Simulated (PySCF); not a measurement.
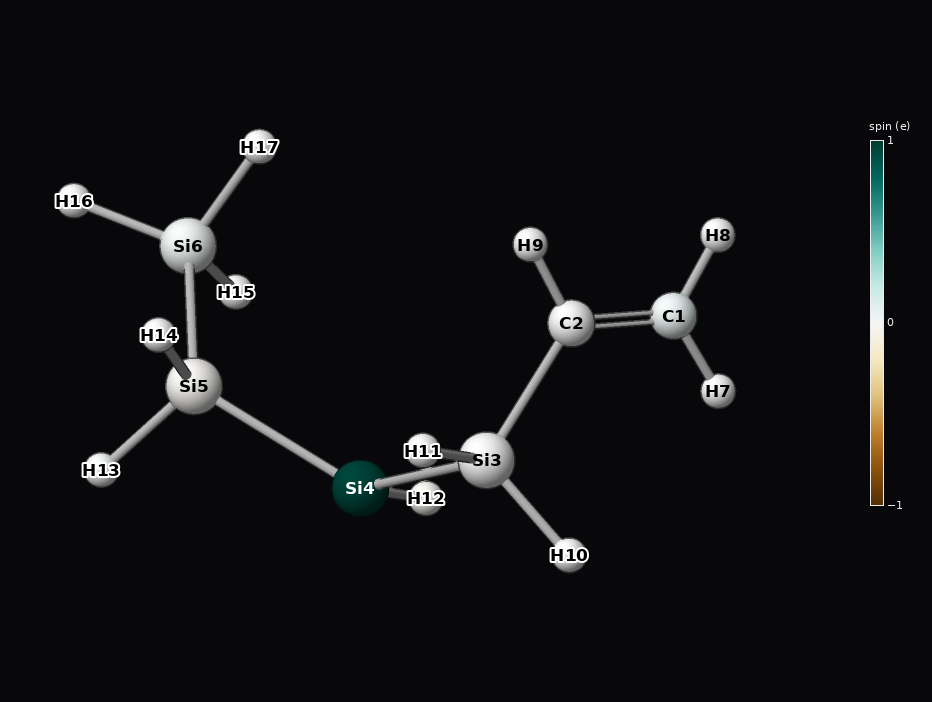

Atoms are coloured by their Mulliken spin populations. Charge 0, doublet. The geometry was computed by an optimisation with GFN2-xTB. No frequency run is at hand to confirm it as a minimum. Properties computed with UKS B3LYP, pcH-1 on C H Si, non-relativistic (PySCF 2.14.0).

### Which atom carries the largest spin population?

Si4 (0.96 e).

### Which atom has the lowest spin population?

H12 (−0.03 e); a negative value comes from spin polarisation.

Give the Mulliken spin populations atom by atom.

| atom | value (e) |
| --- | --- |
| C1 | 0.04 |
| C2 | 0.00 |
| Si3 | 0.00 |
| Si4 | 0.96 |
| Si5 | −0.02 |
| Si6 | 0.03 |
| H7 | 0.00 |
| H8 | 0.00 |
| H9 | 0.00 |
| H10 | 0.00 |
| H11 | 0.00 |
| H12 | −0.03 |
| H13 | 0.02 |
| H14 | 0.00 |
| H15 | 0.00 |
| H16 | 0.01 |
| H17 | 0.00 |

Mulliken values depend strongly on the basis set. The geometry is semi-empirical. Around Si such bond lengths and angles can be off by a tenth of an ångström or more and by several degrees, and values that hang on the shape move with them.
